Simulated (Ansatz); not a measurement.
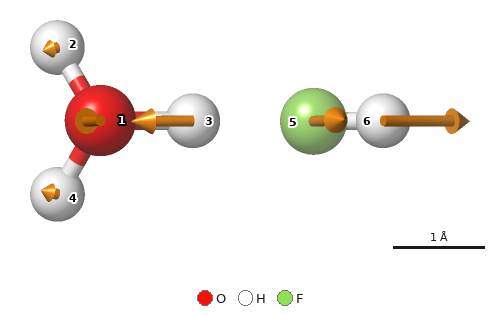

This is a relaxation of H$_{4}$OF (charge +1). The starting structure is drawn; orange arrows show the displacements, magnified 20 times. The two geometries are superimposed by the best rigid fit.

The picture is a ball-and-stick view, seen face on.

Theory: RKS PBE0-D4/def2-TZVP (Ansatz).

Input file:
```yaml
crystal:
  periodic: [false, false, false]
  atoms:
    - {symbol: O, position_ang: [-0.074482, 0.145517, -0.957493]}
    - {symbol: H, position_ang: [0.810566, 0.337709, -1.349035]}
    - {symbol: H, position_ang: [-0.028268, 0.033287, 0.089348]}
    - {symbol: H, position_ang: [-0.468900, -0.644647, -1.397536]}
    - {symbol: F, position_ang: [0.094222, -0.197276, 1.474442]}
    - {symbol: H, position_ang: [-0.333239, 0.325311, 2.140275]}
basis:
  gaussian: {orbitals: def2-TZVP}
total_charge: 1
hamiltonian: {xc: pbe0, dispersion: d4}
relax: {f_tol: 0.005, max_steps: 200}
```

Launched with:
```bash
ansatz run in.yaml --threads 2 --pin off --events-out ev --progress --plain --max-ram 5222MiB
```

### Which element moves most?

Hydrogen: up to 0.059 Å, against 0.043 Å for fluorine.

### What did the optimiser do to the structure, and how much energy did it gain?

The largest move after the best rigid fit is that of H6, 0.059 Å. By element the largest moves are H 0.059 Å, F 0.043 Å, O 0.029 Å. Among the contacts that change: O1–H3 1.054 → 1.024 Å, F5–H6 0.948 → 0.933 Å, O1–H2 0.987 → 0.973 Å. Over 5 geometry steps the energy falls by 2.71 kJ/mol. Largest force component: 0.61 eV/Å at the start, 0.0029 eV/Å at the end.
